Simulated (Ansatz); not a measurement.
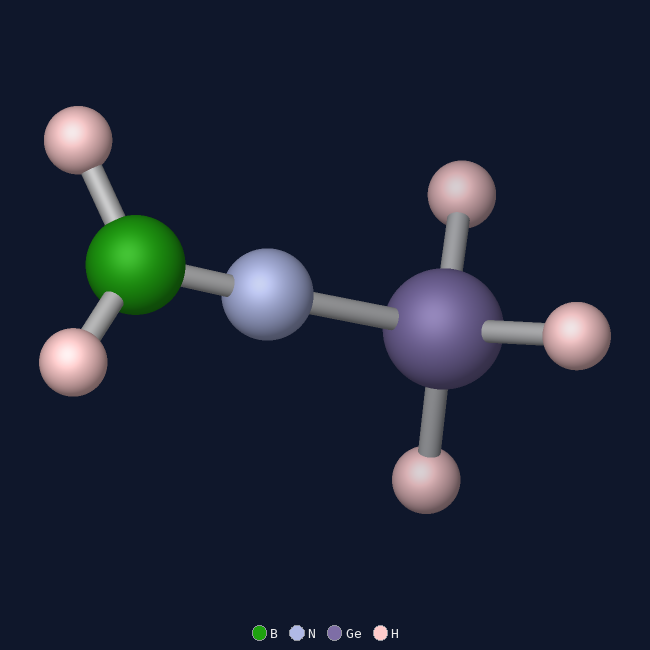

The picture shows a molecular structure as a ball-and-stick model.

The species is neutral and a spin doublet. The computed structure is the end point of a PBE0-D4/def2-TZVP optimisation.

Description:

The molecule is BGeH₅N. Its SMILES string is `B[N][GeH3]`. Among its groups: B–H bond. It is an open-shell species. Coordination: 1 B trigonal planar; 1 N linear; 1 Ge tetrahedral.

The parts below concern this one geometry. Atoms keep their numbers from picture to picture.

**Geometry**

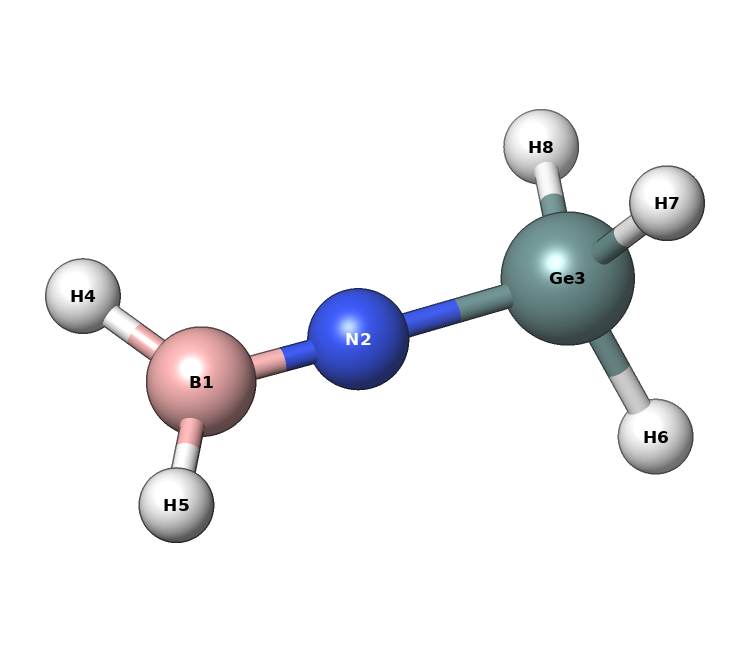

The atoms are numbered.

Which atoms are bonded, and how long are the bonds?

```csv
bond,length (Å)
B1–N2,1.338
B1–H4,1.208
B1–H5,1.208
N2–Ge3,1.820
Ge3–H6,1.535
Ge3–H7,1.534
Ge3–H8,1.536
```

**Vibrations**

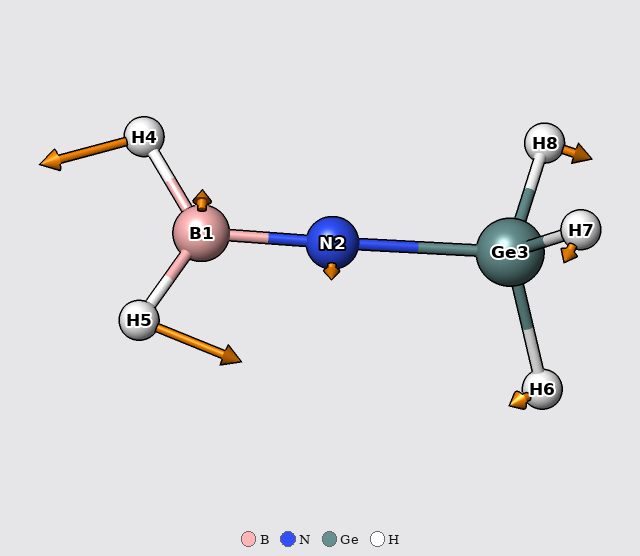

The arrows show one normal mode. Harmonic vibrations computed with UKS PBE0-D4/def2-TZVP (Ansatz 0.2.0) at a stationary point of the same level.

What kind of motion is it?

Answer. Mostly H–B–N bending.

At what wavenumber does it lie?

Answer. 725 cm⁻¹; it is mode 7 of 18 counted from the lowest.

**Charges**

The questions are on Mulliken charges. Properties computed with UKS PBE0-D4/def2-TZVP (Ansatz 0.2.0).

List the Mulliken charges.

```csv
atom,value (e)
B1,−0.14
N2,−0.15
Ge3,0.19
H4,0.02
H5,0.02
H6,0.02
H7,0.01
H8,0.02
```

**Levels of theory compared**

Program: Ansatz 0.2.0.

Compare dipole (D), HOMO energy (eV) at these levels: B3LYP-D4/def2-TZVPP; PBE-D4/def2-TZVPP; r2SCAN-D4/def2-TZVPP; ωB97M-V/def2-TZVPP.

```
               level  dipole (D)  HOMO energy (eV)
 B3LYP-D4/def2-TZVPP        1.59             −7.22
   PBE-D4/def2-TZVPP        1.53             −5.97
r2SCAN-D4/def2-TZVPP        1.57             −6.46
  ωB97M-V/def2-TZVPP        1.64             −9.59
```

Mulliken values depend strongly on the basis set and can even reverse the polarity of a bond.
